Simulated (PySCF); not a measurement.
CH$_{5}$BF$_{2}$SSi

The calculation's input:

```
{"job": {"kind": "nmr", "xc": "PBE0", "basis": "pcSseg-1"}, "charge": 0, "multiplicity": 1}
F     -0.934160     1.726523    -0.164025
B     -1.541616     0.576818    -0.414463
F     -2.460264     0.581718    -1.358562
C     -1.131639    -0.715534     0.353726
S      0.340036    -1.330572    -0.579339
Si     1.855908     0.083716     0.009840
H     -0.869485    -0.552234     1.408832
H     -1.878424    -1.517686     0.284475
H      1.724727     0.347801     1.473822
H      1.786041     1.373539    -0.734518
H      3.143295    -0.600503    -0.297471
```

Command:

```sh
OMP_NUM_THREADS=1 python probes_run.py task.json out
```

Geometry: PBE0-D3(BJ)/def2-SVP.

These are results of PBE0/pcSseg-1, SCF density, gas phase, non-relativistic in PySCF, not measurements.

**What will maps of the electron density and electron localisation function show?**

B–F (1.32 Å): ρ at the midpoint is about 2.3 e/Å³; the ELF peaks at about 0.85 between the atoms; a shared but strongly polarised pair.
C–B (1.56 Å): ρ is about 1.5 e/Å³ halfway; the ELF peaks at about 1 between the atoms: a covalent bond.

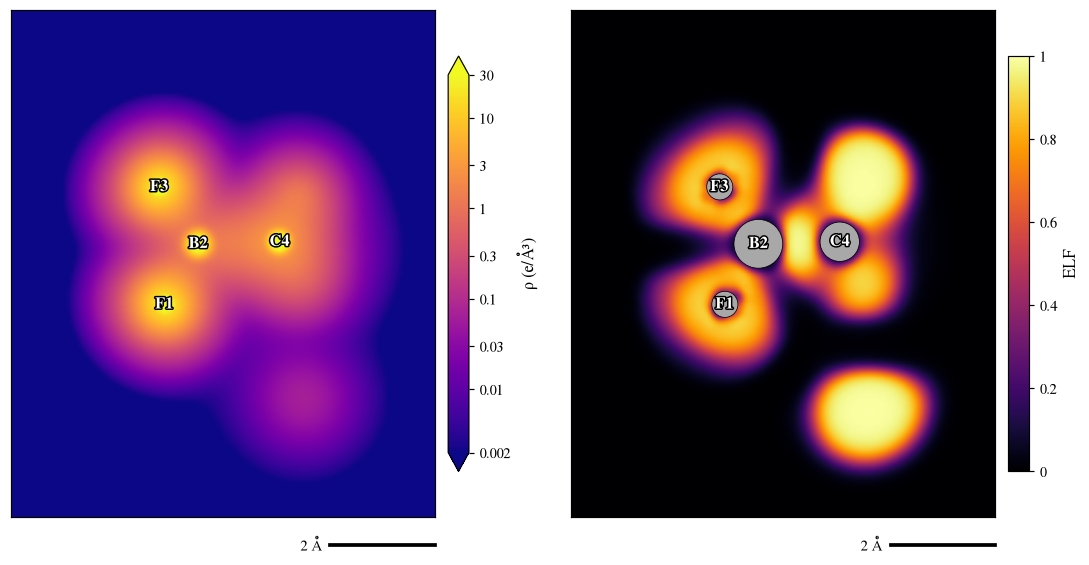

Computed electron density and electron localisation function on the plane of atoms F1, B2 and C4, in this order. Grey discs cover the atomic cores in the ELF map. 
